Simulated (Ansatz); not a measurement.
Level of theory: PBE (plane waves to 420 eV, PAW; Ansatz, an electronic-structure program).

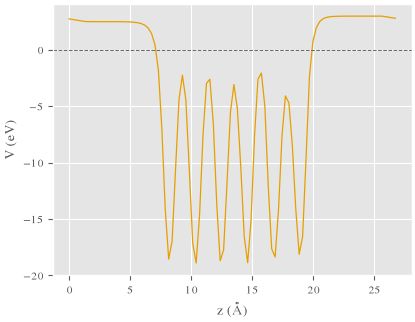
Figure: Planar average of the electrostatic potential across the slab, in eV from the Fermi level, for the (100) surface of rock-salt TiN, O on all N sites of the second plane (bottom of the slab: a bare face, its two planes held)

Model: 12-atom slab, 10.6 Å thick at the start with caps and adatoms (thin: gaps and levels are the slab's own), 12x12x1 mesh, Fermi-Dirac 0.1 eV, dipole correction, 4 atoms held, the rest relaxed; symmetry of the start imposed; no spin, no spin-orbit, no U. It is one candidate, not shown to be the stable structure of the face.

The vacuum level lies 2.97 eV above the Fermi level over the top face and 2.49 eV above it under the bottom face.
